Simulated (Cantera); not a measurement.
Input: 1 mol Cu, 15 mol HF, 0.27 mol N2, at 1.60 mbar.

Method: chemical equilibrium by Gibbs-energy minimisation in Cantera with the NASA 1993 tables (ideal gas, pure condensed phases). Candidate condensed phases: Cu, CuF2; 25 gas species. Rates play no part.

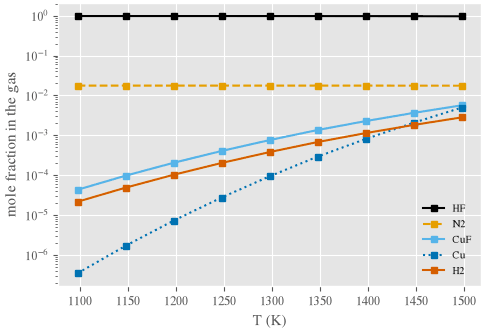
Fig. 1. Equilibrium gas composition (values under 1e-9 drawn at 1e-9)

Read off the mole fractions at 1248 K.

HF about 0.98, N2 about 0.018, CuF about 0.00041, H2 about 0.00020, Cu about 2.8e-5.
